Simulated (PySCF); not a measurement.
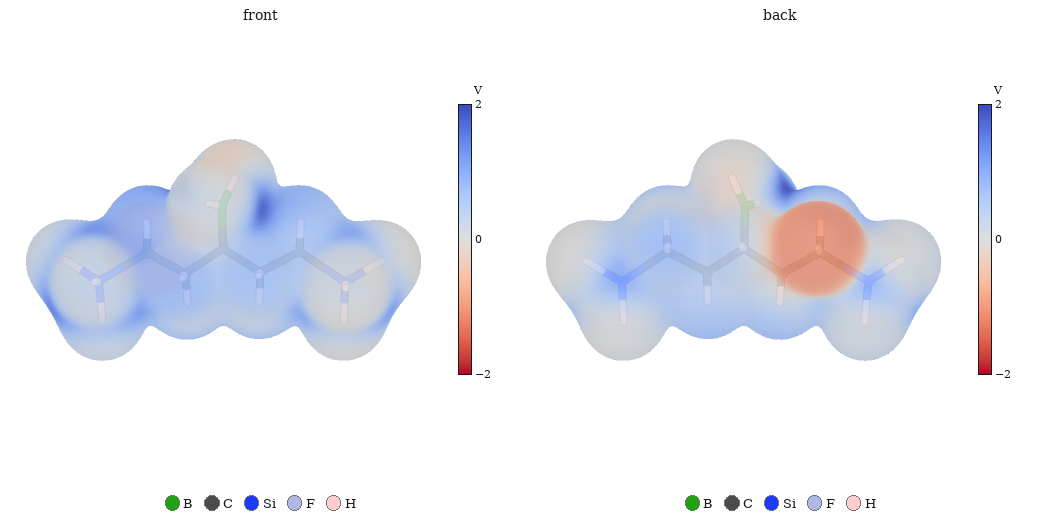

Figure. C$_{5}$H$_{16}$BFSi$_{2}$. The electrostatic potential painted on the density surface at 0.002 e/bohr³, seen from the front and from behind; red is negative and blue positive.

Geometry: GFN2-xTB.

Method: PBE0/pcSseg-1, SCF density, gas phase, non-relativistic in PySCF 2.14.0.

```csv
atom,x (Å),y (Å),z (Å)
B,0.0850,-1.5080,1.1840
C,0.0576,-0.4910,-0.0280
C,-1.2876,0.2703,-0.0254
C,-2.4877,-0.6492,-0.2305
Si,-4.1318,0.2980,-0.3428
C,1.2099,0.5253,0.0299
C,2.5732,-0.1525,-0.0128
F,2.7015,-0.8384,-1.2222
Si,4.0579,1.0577,0.1286
H,0.3731,-1.1214,2.2512
H,-0.2078,-2.6303,1.0394
H,0.1289,-1.0055,-0.9925
H,-1.3936,0.8045,0.9222
H,-1.2661,1.0194,-0.8224
H,-2.3345,-1.2339,-1.1401
H,-2.5301,-1.3676,0.5904
H,-4.0784,1.2451,-1.4594
H,-5.2242,-0.6524,-0.5569
H,-4.3598,1.0386,0.9009
H,1.1522,1.1048,0.9536
H,1.1367,1.2203,-0.8114
H,2.6130,-0.9361,0.7554
H,3.9932,1.6634,1.4596
H,5.2895,0.2931,-0.0495
H,3.9191,2.0702,-0.9169
```

Which sites attract a positive test charge, and which a negative one?

Answer. A positive charge is drawn to the negative regions and a negative charge to the positive ones. The most negative region (about −1.0 V, or −23 kcal/mol for a unit charge) lies over F8, the most positive (about +1.6 V, or +37 kcal/mol for a unit charge) over B1.

How polar is the molecule by this calculation?

Answer. Its dipole moment is 1.26 D.
